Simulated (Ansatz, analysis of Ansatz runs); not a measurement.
**SnClF (Pnma): does an added hole stay on Cl?**

Aim: the energy barrier that a trapped hole meets when it moves from one Cl atom to another one nearby in SnClF (Pnma). The model is a cell of 72 host atoms.

Method: plane-wave PAW DFT, PBEsol+U; relaxation of all atoms of a supercell at fixed charge in a uniform background; PAW set soft_1, in Ansatz 0.2.0.

## (1) Starting point

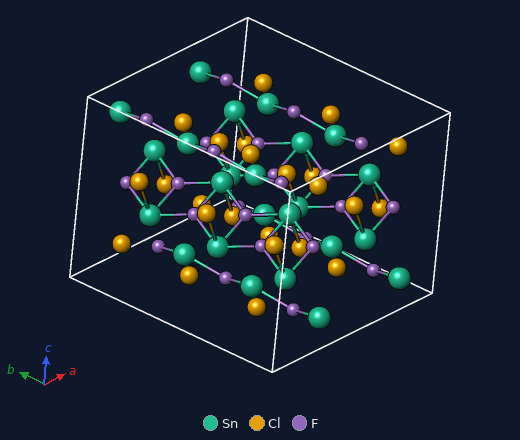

The starting structure, seen from a free direction (tin teal, chlorine orange, fluorine purple). Bonds to atoms that aren't drawn are left out.

The cell holds 72 atoms: 24 Sn, 24 Cl and 24 F. Cell: a = 12.279 Å, b = 12.860 Å, c = 10.013 Å, α = 90.0°, β = 90.0°, γ = 90.0°. It derives from SnClF (space group Pnma). Nearest the centre at fractional (0.500, 0.333, 0.500): Cl18 at 1.86 Å, Cl41 at 1.86 Å, Sn37 at 2.21 Å, Sn14 at 2.21 Å, F11 at 2.65 Å, F60 at 2.65 Å, Cl6 at 3.56 Å, Cl53 at 3.56 Å.

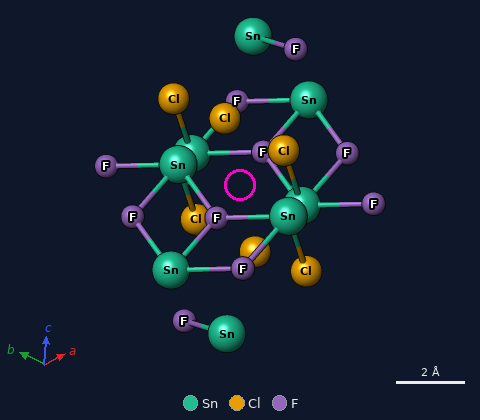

The atoms within 5 Å of the centre. A ring marks the centre wherever it is empty. Bonds to atoms that aren't drawn are left out.

Hubbard terms: Cl p 6.0 eV. They were chosen, not fitted, to curb self-interaction in the shells named, the trial site's among them. The two sites are Cl18 and Cl41. The cell's shortest repeat is 10.0 Å.

## (2) The cell without the carrier

The neutral cell is relaxed first, from small random displacements, so that bond lengths and moments with the carrier can be set beside those of a relaxed cell without it.

Input file neutral.relax/input.yaml:

```yaml
crystal:
  lattice:
    - [12.27912259, 0.0, 0.0]
    - [0.0, 12.85991683, 0.0]
    - [0.0, 0.0, 10.01346887]
  atoms:
    - { symbol: Sn, position: [0.14094, 0.25, 0.412785] }
    - { symbol: Sn, position: [0.35906, 0.083333, 0.587215] }
    - { symbol: Sn, position: [0.39094, 0.25, 0.087215] }
    - { symbol: Sn, position: [0.10906, 0.083333, 0.912785] }
    - { symbol: Cl, position: [0.046529, 0.25, 0.640514] }
    - { symbol: Cl, position: [0.453471, 0.083333, 0.359486] }
    - { symbol: Cl, position: [0.296529, 0.25, 0.859486] }
    - { symbol: Cl, position: [0.203471, 0.083333, 0.140514] }
    - { symbol: F, position: [0.053253, 0.25, 0.981543] }
    - { symbol: F, position: [0.446747, 0.083333, 0.018457] }
    - { symbol: F, position: [0.303253, 0.25, 0.518457] }
    - { symbol: F, position: [0.196747, 0.083333, 0.481543] }
    - { symbol: Sn, position: [0.14094, 0.583333, 0.412785] }
    - { symbol: Sn, position: [0.35906, 0.416667, 0.587215] }
    - { symbol: Sn, position: [0.39094, 0.583333, 0.087215] }
    - { symbol: Sn, position: [0.10906, 0.416667, 0.912785] }
    - { symbol: Cl, position: [0.046529, 0.583333, 0.640514] }
    - { symbol: Cl, position: [0.453471, 0.416667, 0.359486] }
    - { symbol: Cl, position: [0.296529, 0.583333, 0.859486] }
    - { symbol: Cl, position: [0.203471, 0.416667, 0.140514] }
    - { symbol: F, position: [0.053253, 0.583333, 0.981543] }
    - { symbol: F, position: [0.446747, 0.416667, 0.018457] }
    - { symbol: F, position: [0.303253, 0.583333, 0.518457] }
    - { symbol: F, position: [0.196747, 0.416667, 0.481543] }
    - { symbol: Sn, position: [0.14094, 0.916667, 0.412785] }
    - { symbol: Sn, position: [0.35906, 0.75, 0.587215] }
    - { symbol: Sn, position: [0.39094, 0.916667, 0.087215] }
    - { symbol: Sn, position: [0.10906, 0.75, 0.912785] }
    - { symbol: Cl, position: [0.046529, 0.916667, 0.640514] }
    - { symbol: Cl, position: [0.453471, 0.75, 0.359486] }
    - { symbol: Cl, position: [0.296529, 0.916667, 0.859486] }
    - { symbol: Cl, position: [0.203471, 0.75, 0.140514] }
    - { symbol: F, position: [0.053253, 0.916667, 0.981543] }
    - { symbol: F, position: [0.446747, 0.75, 0.018457] }
    - { symbol: F, position: [0.303253, 0.916667, 0.518457] }
    - { symbol: F, position: [0.196747, 0.75, 0.481543] }
    - { symbol: Sn, position: [0.64094, 0.25, 0.412785] }
    - { symbol: Sn, position: [0.85906, 0.083333, 0.587215] }
    - { symbol: Sn, position: [0.89094, 0.25, 0.087215] }
    - { symbol: Sn, position: [0.60906, 0.083333, 0.912785] }
    - { symbol: Cl, position: [0.546529, 0.25, 0.640514] }
    - { symbol: Cl, position: [0.953471, 0.083333, 0.359486] }
    - { symbol: Cl, position: [0.796529, 0.25, 0.859486] }
    - { symbol: Cl, position: [0.703471, 0.083333, 0.140514] }
    - { symbol: F, position: [0.553253, 0.25, 0.981543] }
    - { symbol: F, position: [0.946747, 0.083333, 0.018457] }
    - { symbol: F, position: [0.803253, 0.25, 0.518457] }
    - { symbol: F, position: [0.696747, 0.083333, 0.481543] }
    - { symbol: Sn, position: [0.64094, 0.583333, 0.412785] }
    - { symbol: Sn, position: [0.85906, 0.416667, 0.587215] }
    - { symbol: Sn, position: [0.89094, 0.583333, 0.087215] }
    - { symbol: Sn, position: [0.60906, 0.416667, 0.912785] }
    - { symbol: Cl, position: [0.546529, 0.583333, 0.640514] }
    - { symbol: Cl, position: [0.953471, 0.416667, 0.359486] }
    - { symbol: Cl, position: [0.796529, 0.583333, 0.859486] }
    - { symbol: Cl, position: [0.703471, 0.416667, 0.140514] }
    - { symbol: F, position: [0.553253, 0.583333, 0.981543] }
    - { symbol: F, position: [0.946747, 0.416667, 0.018457] }
    - { symbol: F, position: [0.803253, 0.583333, 0.518457] }
    - { symbol: F, position: [0.696747, 0.416667, 0.481543] }
    - { symbol: Sn, position: [0.64094, 0.916667, 0.412785] }
    - { symbol: Sn, position: [0.85906, 0.75, 0.587215] }
    - { symbol: Sn, position: [0.89094, 0.916667, 0.087215] }
    - { symbol: Sn, position: [0.60906, 0.75, 0.912785] }
    - { symbol: Cl, position: [0.546529, 0.916667, 0.640514] }
    - { symbol: Cl, position: [0.953471, 0.75, 0.359486] }
    - { symbol: Cl, position: [0.796529, 0.916667, 0.859486] }
    - { symbol: Cl, position: [0.703471, 0.75, 0.140514] }
    - { symbol: F, position: [0.553253, 0.916667, 0.981543] }
    - { symbol: F, position: [0.946747, 0.75, 0.018457] }
    - { symbol: F, position: [0.803253, 0.916667, 0.518457] }
    - { symbol: F, position: [0.696747, 0.75, 0.481543] }
basis:
  ecutwfc: 420
  xc_grid: 2
hamiltonian:
  xc: pbesol
  hubbard:
    sites: [{ species: Cl, l: p, u_eff: 6.0 }]
    projectors: ortho-atomic
  pseudopotentials: { kind: paw, azcp: { folder: soft_1 }, xc_functional: pbe }
kpoints:
  mp_grid: { grid: [1, 1, 1] }
scf:
  occupations: { method: fermi_dirac, width: 0.01 }
  max_iter: 120
  lower_state_search: "off"
output:
  forces: true
relax:
  f_tol: 0.02
  max_steps: 70
  random_displacement: { amplitude: 0.04, seed: 1258 }
checkpoint:
  write: "../neutral.relax.run"
  compress: false
  write_wavefunctions: true
  write_every: 100000
```

On the command line:

```
> ansatz run input.yaml --threads 4 --pin off --max-ram 17899MiB --backend cpu --events-out ev --progress --plain --runs-dir out
```

Numbers of over 12 decimals in the logs are rounded to 6 here.

The log of the run:

```text
[... repeated set-up lines and file paths are left out, and long positions are rounded to six places ...]
Engine: ansatz 0.2.0, aarch64-unknown-linux-gnu
Pseudopotentials: kind: paw
Pseudopotential: Sn, paw, valence charge 14, recommended cutoff 420 eV (normal), soft_1/Sn.paw.azcp
Pseudopotential: Cl, paw, valence charge 7, recommended cutoff 420 eV (normal), soft_1/Cl.paw.azcp
Pseudopotential: F, paw, valence charge 7, recommended cutoff 420 eV (normal), soft_1/F.paw.azcp
Functional definition: PBEsol
  exchange = pbesol_x
  correlation = pbesol_c
Crystal: 72 atoms, lattice volume = 1581.212 Å³
Basis set: ecut = 420 eV, 30947 PW (Γ), exchange–correlation on 180×180×144 points (8 copies of the dense FFT grid, shifted against one another)
Bands: 408, of which v1, the nominal top of the filled ones, is band 336 counted from 1 (335 counted from 0)
Symmetry: 1 space group operations
k-points: 1
Non-local potential: Sn, projectors of the file, l = 0: 2, l = 1: 2, l = 2: 2, l = 3: 1
Non-local potential: Cl, projectors of the file, l = 0: 2, l = 1: 2, l = 2: 1
Non-local potential: F, projectors of the file, l = 0: 2, l = 1: 2, l = 2: 1
PAW form: soft (Blöchl's): semilocal exchange-correlation on the pseudo side does not see the compensation charge
PAW frozen core: Sn, regenerated for the run's functional, and the local potential with it (the file was generated under x = pbe(κ = 0.804, μ = 0.219515), c = pbe(β = 0.066725))
PAW frozen core: Cl, regenerated for the run's functional, and the local potential with it (the file was generated under x = pbe(κ = 0.804, μ = 0.219515), c = pbe(β = 0.066725))
[...]
[... 2 atoms left out ...]
  atom  14  Sn     0.00319208    -0.00057625     0.00009111
  [... 3 atoms left out ...]
  atom  18  Cl    -0.00003368     0.00041271    -0.00168703
  [... 18 atoms left out ...]
  atom  37  Sn    -0.00020842     0.00089446    -0.00296929
  [... 3 atoms left out ...]
  atom  41  Cl    -0.00222995    -0.00066240     0.00009519
  [... 7 atoms left out ...]
  atom  49  Sn     0.00002141     0.00092143    -0.00370240
  [... 3 atoms left out ...]
  atom  53  Cl    -0.00059034     0.00030275     0.00021311
[...]
atom  60  F      0.00095005     0.00016951     0.00232846
[...]
max |Σ_I F_I| component: 2.99e-5 eV/Å
--- Band table (eV) ---
  k-point 0: bands = ["-18.9007", "-18.9006", "-18.8995", "-18.8980", [... 400 left out ...] "10.5889", "10.6601", "10.6609", "10.9947"]
Occupation matrices written to <dir>
--- Relaxed structure (4 steps of the walk, 4 accepted, 0 SCFs on fresh bases) ---
  F+E_penalty+E_count = -187484.84206101 eV   max|allowed force component| = 4.186e-3 eV/Å
  atoms:
    - { symbol: Sn, position: [0.146659, 0.250185, 0.408823] }
    - { symbol: Sn, position: [0.352287, 0.083416, 0.592273] }
[...]
- { symbol: Cl, position: [0.449750, 0.083624, 0.361585] }
[...]
- { symbol: F, position: [0.302098, 0.250170, 0.521587] }
[...]
- { symbol: Sn, position: [0.352203, 0.416806, 0.592403] }
[...]
- { symbol: Cl, position: [0.449805, 0.416783, 0.361774] }
[...]
- { symbol: Sn, position: [0.646360, 0.249991, 0.408518] }
[...]
- { symbol: Cl, position: [0.549067, 0.250104, 0.639275] }
    [... 7 atoms left out ...]
    - { symbol: Sn, position: [0.646315, 0.583266, 0.408523] }
    [... 3 atoms left out ...]
    - { symbol: Cl, position: [0.548879, 0.583432, 0.639219] }
    [... 6 atoms left out ...]
    - { symbol: F, position: [0.696573, 0.416728, 0.479287] }
    [... 12 atoms left out ...]
[key lines of the parts left out:]
SCF converged after 7 iterations
Free energy (F): -187484.842061 eV
Fermi energy:    5.571742 eV
```

It took 79 s on 4 threads of Arm Neoverse V2, shared host; peak memory 2.1 GiB; 5.1 min of CPU time.

The largest displacement from an ideal site is 0.093 Å.

(Part 1 of 2 ends here.)

[Logs are printed without paths, hosts, clocks, repeated set-up lines and the standing remarks that a program may print on its own settings, such as how far it seeks lower states.]

[Hosts, paths, dates, database ids (printed as entryN), source tags and the programs' standing remarks are cut or masked in the printed files.]
